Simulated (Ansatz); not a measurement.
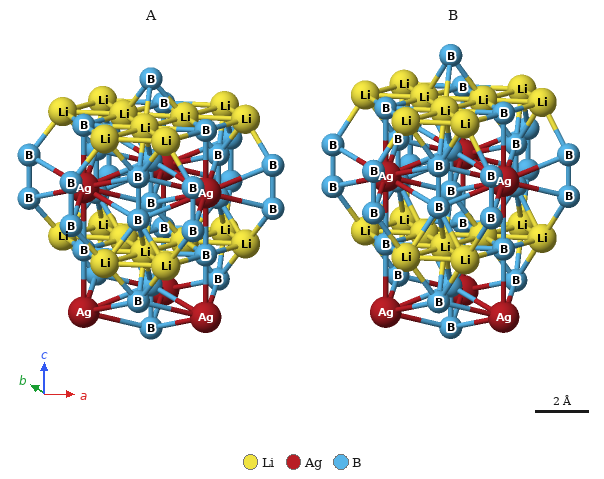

Two geometries of solid Li$_{3}$AgB$_{5}$ (a generated structure, set up in P6/mmm) (coarse preliminary run), drawn at one scale. One is the start of a relaxation, the other its converged end. Style: ball-and-stick. Shown: the atoms within 5.0 Å of the atom that moves most (axes of the cell of the calculation), slightly off an axis.

Theory: DFT PBE, scalar-relativistic, plane waves, PAW in Ansatz. Set-up: plane-wave cutoff 420 eV; k-point mesh 6 × 6 × 4; occupations gaussian; smearing width 0.1 eV; no spin polarisation; cell and atoms relaxed; force threshold 0.04 eV/Å; at most 70 steps.

Q: Which one is relaxed?

A: Structure B is the relaxed one. The largest moves relative to the cell, 0.10 Å, are those of B atoms. Li and Ag stay in place. The volume changes by +2.0 %, with a = b 4.693 → 4.537 Å (−3.3 %), c 4.858 → 5.302 Å (+9.1 %). Some distances before and after: Ag–B 2.429 → 2.651 Å, B–Li 2.088 → 2.258 Å, Ag–B 2.837 → 2.742 Å, Li–Li 2.347 → 2.268 Å. The space group stays P6/mmm (No. 191). The energy falls by 0.781 eV per cell of the calculation in 3 accepted moves (4 points after the start). The largest force component goes from 2.6 to 0.0094 eV/Å. Pressure: 3.01 GPa at the start and −0.02 GPa at the end. At 1 point the geometry stayed and the basis and grid were re-selected for the new cell (energy shift of 7.5 meV per cell of the calculation at most each time). Cost: 20 s on 1 thread of Intel(R) Xeon(R) Platinum 8259CL CPU @ 2.50GHz (Skylake/Cascade Lake), with other jobs on the host, peak memory 0.45 GiB.
